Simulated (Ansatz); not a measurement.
## Al₂H₆O: nudged elastic band (part 2 of 2)

Al₂H₆O; RKS PBE-D4/6-31G* (Ansatz 0.2.0). It belongs to a series of runs on one base structure; here: band between the two ends.

Geometry of the input (Å):
```
Al 0.1516  -0.2766  0.1963
H  -0.8053  0.6636  1.0674
H  1.4951  0.1641  -0.5397
H  -0.8320  -1.1714  -0.9721
O  0.3136  -1.9694  1.0390
Al -0.8339  -2.7813  -0.2365
H  -0.0496  -3.7622  -1.2180
H  -2.2653  -3.0468  0.4261
H  0.0549  -2.0298  1.9782
```

Log, continued
```
NEB iter  47: max|band force component| = 4.707e-1 eV/Å  barrier→ = 1.4419 eV  barrier← = 0.9751 eV  CI = image 3  Δτ_max = 0.1185 Å  (169 SCF iters)
NEB iter  48: max|band force component| = 3.707e-1 eV/Å  barrier→ = 1.4411 eV  barrier← = 0.9743 eV  CI = image 3  Δτ_max = 0.1186 Å  (168 SCF iters)
NEB iter  49: max|band force component| = 2.557e-1 eV/Å  barrier→ = 1.4408 eV  barrier← = 0.9739 eV  CI = image 3  Δτ_max = 0.1190 Å  (167 SCF iters)
NEB iter  50: max|band force component| = 3.887e-1 eV/Å  barrier→ = 1.4405 eV  barrier← = 0.9737 eV  CI = image 3  Δτ_max = 0.0589 Å  (166 SCF iters)
NEB iter  51: max|band force component| = 1.280e-1 eV/Å  barrier→ = 1.4402 eV  barrier← = 0.9734 eV  CI = image 3  Δτ_max = 0.0719 Å  (158 SCF iters)
NEB iter  52: max|band force component| = 8.851e-2 eV/Å  barrier→ = 1.4399 eV  barrier← = 0.9731 eV  CI = image 3  Δτ_max = 0.0583 Å  (161 SCF iters)
the calculation of the forces begins
reference -15328.59618614 eV, -563.3155197449 hartree; 20, 20 occupied and 45, 45 virtual orbitals, 823 factors
823 factors; their error is unknown
mean field -15327.62013152 eV, -563.2796503993 hartree, gradient 2.4e-5 eV, S^2 0.000000; 1 other end points of the search recorded, 0 dependent functions left out
the calculation of the forces begins
reference -15327.62018955 eV, -563.2796525320 hartree; 20, 20 occupied and 45, 45 virtual orbitals, 823 factors
NEB iter  53: max|band force component| = 4.615e-2 eV/Å  barrier→ = 1.4396 eV  barrier← = 0.9728 eV  CI = image 3  Δτ_max = 0.0000 Å  (330 SCF iters)
```

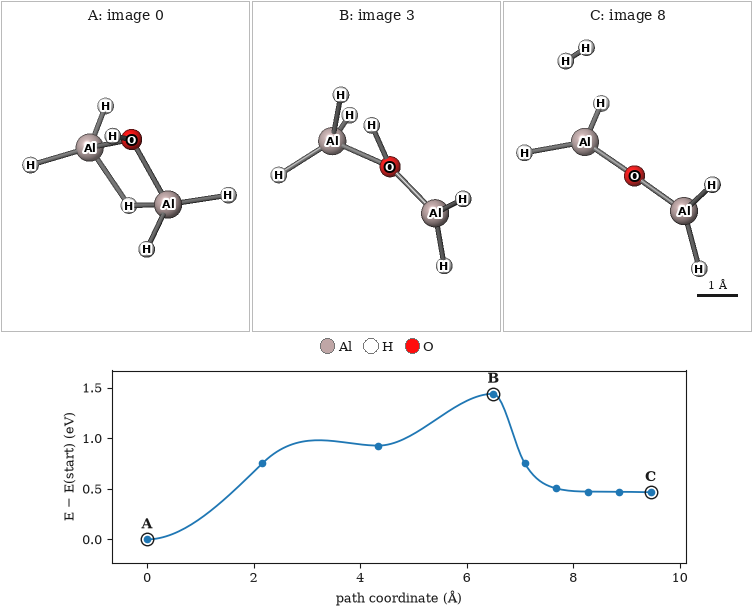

Figure 1. Images of the last band (counted from 0; ball-and-stick, seen at a tilt) above the energy along the path; the line is a cubic interpolation that uses the forces. The highest image is number 3, 1.440 eV above the start and 0.973 eV above the end (the climbing image); the end lies 0.467 eV above the start. The path is 9.45 Å long. The band converged in 53 iterations.

```
Total energy: -15327.76324189 eV, -563.2849096085 hartree
Atom 0 at    -0.105868     0.003122     0.044854 Å, force     0.006454    -0.001497     0.000669 eV/Å
Atom 1 at     0.590652    -0.399097     1.633632 Å, force    -0.001495     0.000476     0.001312 eV/Å
Atom 2 at     1.034158     0.501982    -0.960197 Å, force     0.000534    -0.002035    -0.000576 eV/Å
Atom 3 at    -1.523728     0.725088     0.220913 Å, force     0.001037     0.002244    -0.000157 eV/Å
Atom 4 at    -0.207593    -1.880450     0.206412 Å, force    -0.018339     0.004483    -0.003800 eV/Å
Atom 5 at    -0.792517    -3.490644    -0.112149 Å, force     0.006393    -0.000699     0.000283 eV/Å
Atom 6 at    -0.532454    -4.584106     1.018751 Å, force     0.004121     0.000207    -0.000700 eV/Å
Atom 7 at    -1.527557    -3.722385    -1.508279 Å, force    -0.000724    -0.000749     0.000762 eV/Å
Atom 8 at     0.293909    -1.363310     1.196763 Å, force     0.002020    -0.002429     0.002206 eV/Å
Dipole moment:    -0.075294    -0.439871     0.018458 e Å
this run last wrote the band of iteration 53 to [file]; this run last wrote the band within `neb.f_tol` of iteration 25 to [file]
```

The last band as extended XYZ (Å, eV, eV/Å)
```
9
Properties=species:S:1:pos:R:3:forces:R:3 image=0 energy=-15329.20277
Al    0.1516   -0.2766    0.1963   -0.0022   0.0009   0.0018
H    -0.8053    0.6636    1.0674   -0.0010   0.0010   0.0004
H     1.4951    0.1641   -0.5397    0.0012   0.0016  -0.0006
H    -0.8320   -1.1714   -0.9721    0.0040  -0.0013   0.0006
O     0.3136   -1.9694    1.0390    0.0030  -0.0005  -0.0079
Al   -0.8339   -2.7813   -0.2365   -0.0013   0.0008   0.0021
H    -0.0496   -3.7622   -1.2180   -0.0001  -0.0020  -0.0012
H    -2.2653   -3.0468    0.4261   -0.0017  -0.0003   0.0006
H     0.0549   -2.0298    1.9782   -0.0018  -0.0002   0.0042
9
Properties=species:S:1:pos:R:3:forces:R:3 image=1 energy=-15328.45002
Al   -0.0291   -0.1681    0.2675    0.0573  -0.0410   0.0066
H    -0.1474    1.0028    1.3433   -0.1540   0.0918  -0.0390
H     1.1599   -0.2065   -0.8136    0.1672  -0.0196   0.0960
H    -1.3479   -0.8191   -0.5535    0.1553  -0.2831  -0.1477
O    -0.1576   -1.8533    1.1989   -0.0018   0.0386   0.1132
Al   -0.8349   -2.8216   -0.2216   -0.0831   0.1191  -0.0349
H     0.2580   -4.0060   -0.3437    0.0501   0.2177  -0.2006
H    -2.2751   -3.1025   -0.8137   -0.2425  -0.0437   0.1844
H     0.6031   -2.2354    1.6770    0.0515  -0.0797   0.0219
9
Properties=species:S:1:pos:R:3:forces:R:3 image=2 energy=-15328.27529
Al   -0.1718   -0.0174    0.1502   -0.0103  -0.0039   0.0157
H     0.5016    0.7062    1.4315    0.0060  -0.0132  -0.0059
H     0.7844   -0.2924   -1.1332   -0.0053  -0.0090  -0.0103
H    -1.7385    0.2202   -0.1595    0.0121   0.0178  -0.0007
O    -0.2314   -1.8991    0.8902   -0.0054  -0.0019   0.0191
Al   -0.6340   -3.2941   -0.1354    0.0099   0.0126  -0.0145
H    -0.1025   -4.6890    0.4185    0.0138   0.0060   0.0022
H    -1.5064   -2.9410   -1.4063   -0.0009  -0.0103   0.0064
H     0.3275   -2.0033    1.6848   -0.0198   0.0019  -0.0119
9
Properties=species:S:1:pos:R:3:forces:R:3 image=3 energy=-15327.76318
Al   -0.1059    0.0031    0.0449    0.0065  -0.0015   0.0007
H     0.5907   -0.3991    1.6336   -0.0015   0.0005   0.0013
H     1.0342    0.5020   -0.9602    0.0005  -0.0020  -0.0006
H    -1.5237    0.7251    0.2209    0.0010   0.0022  -0.0002
O    -0.2076   -1.8804    0.2064   -0.0183   0.0045  -0.0038
Al   -0.7925   -3.4906   -0.1121    0.0064  -0.0007   0.0003
H    -0.5325   -4.5841    1.0188    0.0041   0.0002  -0.0007
H    -1.5276   -3.7224   -1.5083   -0.0007  -0.0007   0.0008
H     0.2939   -1.3633    1.1968    0.0020  -0.0024   0.0022
9
Properties=species:S:1:pos:R:3:forces:R:3 image=4 energy=-15328.45106
Al   -0.1742   -0.1458   -0.1428   -0.1154  -0.2767  -0.2695
H     0.5400   -0.3882    1.8369    0.0751  -0.0526   0.2126
H     1.1314    0.4749   -0.8282    0.0137  -0.0135   0.0785
H    -1.4883    0.7212    0.1475    0.0382  -0.0110   0.0671
O    -0.2863   -1.8888    0.0022   -0.1423   0.0184  -0.3582
Al   -0.8001   -3.5064   -0.1979   -0.0339  -0.0068  -0.0971
H    -0.6037   -4.5439    1.0099    0.0042   0.0409  -0.0389
H    -1.4454   -3.8495   -1.6136   -0.0660  -0.1642  -0.0627
H     0.3554   -1.0833    1.5267    0.2263   0.4653   0.4683
9
Properties=species:S:1:pos:R:3:forces:R:3 image=5 energy=-15328.69801
Al   -0.1518   -0.1928   -0.2839    0.0016  -0.0235  -0.0131
H     0.4889   -0.2343    2.1110    0.0222   0.0314   0.0630
H     1.2779    0.3823   -0.7095    0.0000  -0.0068  -0.0030
H    -1.4159    0.7441    0.0053    0.0000  -0.0041   0.0003
O    -0.3660   -1.9010   -0.2228   -0.0242   0.0069  -0.0608
Al   -0.8387   -3.5426   -0.3118   -0.0313  -0.0211  -0.0402
H    -0.7180   -4.4477    1.0043    0.0137   0.0172  -0.0052
H    -1.3832   -4.0864   -1.7134   -0.0058  -0.0427  -0.0125
H     0.3358   -0.9314    1.8614    0.0239   0.0427   0.0715
9
Properties=species:S:1:pos:R:3:forces:R:3 image=6 energy=-15328.72982
Al   -0.1687   -0.2287   -0.3752    0.0088  -0.0035   0.0348
H     0.5267   -0.0705    2.3103   -0.0023  -0.0020  -0.0036
H     1.3353    0.1956   -0.7184   -0.0052  -0.0003  -0.0094
H    -1.3335    0.8239   -0.0734   -0.0067   0.0024  -0.0140
O    -0.5626   -1.9006   -0.3733    0.0110   0.0040  -0.0041
Al   -0.8594   -3.5872   -0.3999   -0.0183  -0.0081  -0.0176
H    -0.7089   -4.4070    0.9668    0.0065   0.0079   0.0076
H    -1.2832   -4.2617   -1.7875    0.0006  -0.0039  -0.0027
H     0.2833   -0.7736    2.1912    0.0057   0.0036   0.0091
9
Properties=species:S:1:pos:R:3:forces:R:3 image=7 energy=-15328.73083
Al   -0.0793   -0.3102   -0.3587    0.0077  -0.0105   0.0036
H     0.1860    0.1320    2.2894   -0.0049   0.0020  -0.0011
H     1.4294    0.1395   -0.6375    0.0023   0.0014  -0.0017
H    -1.2769    0.7242   -0.1227   -0.0007  -0.0008   0.0037
O    -0.4392   -1.9890   -0.3843   -0.0094   0.0096  -0.0046
Al   -0.9051   -3.6367   -0.4310   -0.0046  -0.0031  -0.0037
H    -0.8324   -4.4814    0.9267    0.0029   0.0009   0.0017
H    -1.3876   -4.2519   -1.8275    0.0030  -0.0011   0.0009
H     0.5341   -0.5364    2.2863    0.0036   0.0016   0.0012
9
Properties=species:S:1:pos:R:3:forces:R:3 image=8 energy=-15328.73595
Al   -0.0468   -0.3813   -0.3022   -0.0004   0.0000   0.0014
H     0.0141    0.1115    2.2965   -0.0007  -0.0005   0.0006
H     1.4994   -0.0163   -0.4876   -0.0004   0.0012  -0.0008
H    -1.2011    0.7143   -0.1420    0.0000   0.0011  -0.0004
O    -0.5017   -2.0357   -0.3598   -0.0007  -0.0022  -0.0029
Al   -0.9566   -3.6844   -0.4626    0.0013   0.0008  -0.0006
H    -0.9766   -4.5500    0.8837   -0.0012   0.0014   0.0007
H    -1.3385   -4.2785   -1.8989    0.0009  -0.0001   0.0017
H     0.7368   -0.0893    2.2135    0.0012  -0.0016   0.0002
```

Key numbers

| quantity | value |
| --- | --- |
| outcome | converged |
| barrier, forward | 1.440 eV |
| barrier, backward | 0.973 eV |
| hardware | 1 thread of Arm Neoverse V1, 24 GiB of memory available, shared host |
| wall time | 13 min |
| peak memory | 0.12 GiB |

Notes

The order of the saddle point was not checked.
